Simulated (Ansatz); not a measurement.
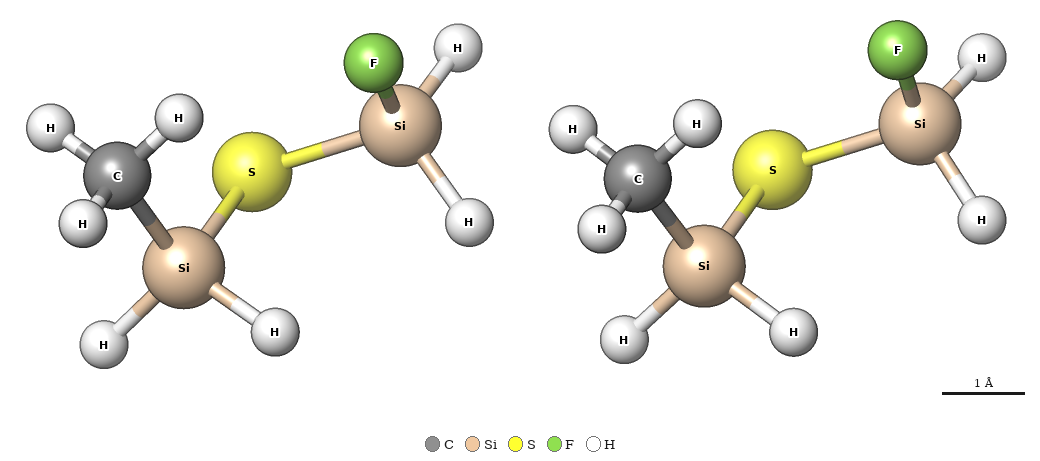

Two geometries of CH₇FSSi₂, drawn at one scale. One is the start of a relaxation, the other its converged end. Style: ball-and-stick. Shown at a tilt.

All numbers below come from RKS PBE0-D4/def2-TZVP (Ansatz 0.2.0). (force threshold 0.005 eV/Å; at most 150 steps)

### Which of the two is the end point?

The right one is the relaxed one. The start comes from PBE-D4/def2-SVP. After 12 geometry steps the energy has fallen by 1.79 kcal/mol. Largest force component: 0.87 eV/Å at the start, 0.0015 eV/Å at the end. The atom that moves furthest after the best rigid fit is the F atom (0.20 Å). By element the largest moves are F 0.20 Å, H 0.15 Å, S 0.05 Å, C 0.04 Å, Si 0.02 Å. Near-neighbour distances that change, for instance: F–Si 1.647 → 1.602 Å, S–Si 2.188 → 2.156 Å, S–Si 2.137 → 2.109 Å, C–Si 1.880 → 1.860 Å.
